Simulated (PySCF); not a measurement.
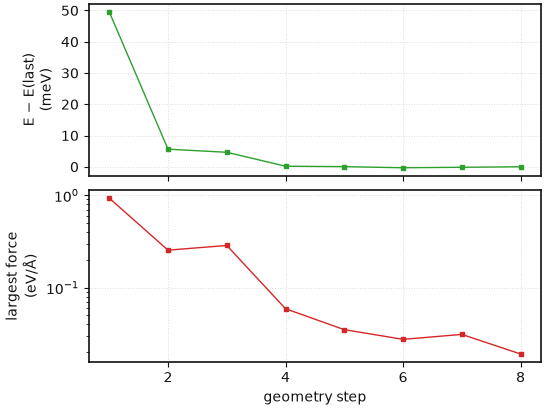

History of a geometry optimisation.

- system: C2H3B2F2N (SMILES NBC#CB(F)F)
- method: PySCF, PBE0-D3(BJ)/def2-SVP, geometry optimisation

> How did it end, and what did it gain?

The optimisation met its thresholds at geometry 8, counting the start as the first. The energy fell by about 50 meV from the first step to the last. The largest force goes from about 0.93 eV/Å at the start to 0.019 eV/Å at the end.
